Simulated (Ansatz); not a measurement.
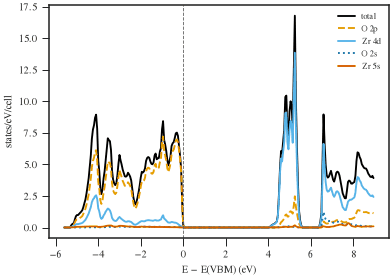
Total and projected density of states of ZrO$_{2}$ in space group P4_2/nmc (No. 137; Zr on 2a, O on 4d), DFT-PBEsol in the program Ansatz with PAW potentials

Which orbitals carry the states next to the gap?

Top 1 eV of the valence band: O 2p 91 %, Zr 4d 7 %. Bottom 1 eV of the conduction band: Zr 4d 88 %, O 2p 9 %. Projections are on Löwdin-orthogonalised atomic valence shells; empty p or d shells of many metals are not among them.

Where is the tallest occupied peak in this window, and what makes it?

Near -4.1 eV, about 8.9 states/eV per cell; the largest projected share is O 2p.

This is a known high-temperature phase of the composition, computed here at zero pressure and temperature. Symmetry was held in the PBEsol relaxation; whether a distortion lowers the energy is not shown. The run is not spin-polarised. Scalar-relativistic: spin–orbit coupling is off unless named, which matters more the heavier the elements.

Potentials: the later of the program's two PAW sets.
